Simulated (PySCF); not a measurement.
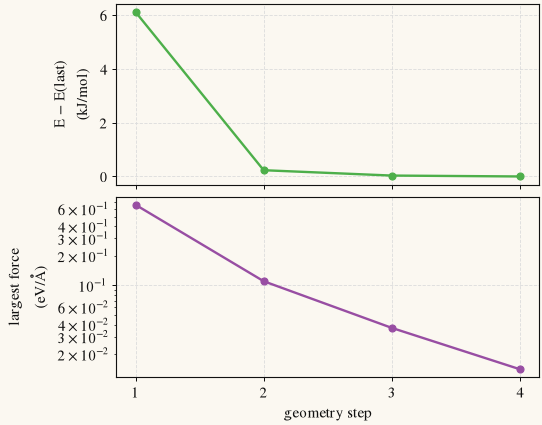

History of a geometry optimisation.

System: C$_{7}$H$_{16}$O (SMILES CC(C)OC(C)(C)C).
Method: PBE0-D3(BJ)/def2-SVP, geometry optimisation (PySCF).

How did the optimisation end?

The optimisation met its thresholds at geometry 4, counting the start as the first. The energy fell by about 6.1 kJ/mol from the first step to the last. The largest force goes from about 0.66 eV/Å at the start to 0.014 eV/Å at the end.
